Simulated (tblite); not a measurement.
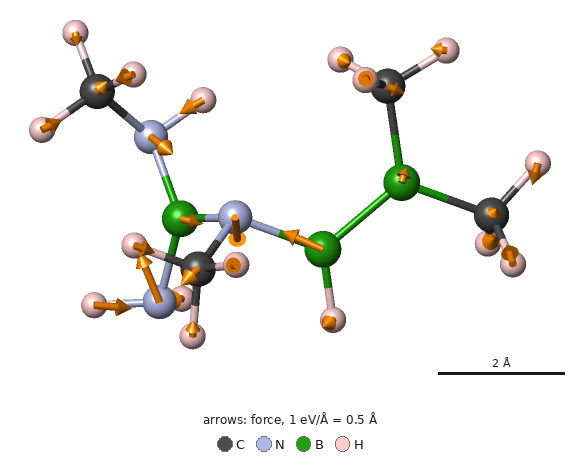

Starting geometry of C₄H₁₆B₃N₃ with the computed forces as orange arrows. The picture is a ball-and-stick view, seen face on.

Method: GFN2-xTB geometry optimisation, gas phase (tblite). 

Question: Is this structure relaxed? If not, where do the atoms go?

Answer: It isn't relaxed: the largest force vector, on an N atom, is 1.87 eV/Å. The final displacements have little in common with the starting forces (cosine between the two patterns 0.25). Over 219 geometry steps the energy falls by 79.0 kcal/mol. The largest move after the best rigid fit is that of an H atom, 2.69 Å. Largest moves by element: H 2.69 Å, C 1.71 Å, N 1.18 Å, B 0.89 Å. Near-neighbour distances that change, for instance: B–N 1.536 → 1.400 Å, B–N 1.522 → 1.408 Å, B–N 1.545 → 1.468 Å, H–N 1.047 → 1.003 Å. Bond angles that change, for instance: C–N–B 109.7° → 129.8°, B–N–H 105.7° → 123.1°, B–N–H 107.5° → 123.6°. Groups turn about B–B by about 105°, B–C by about 85°. The run took 3.5 s on 1 thread of Arm Neoverse N1, with other jobs on the host.
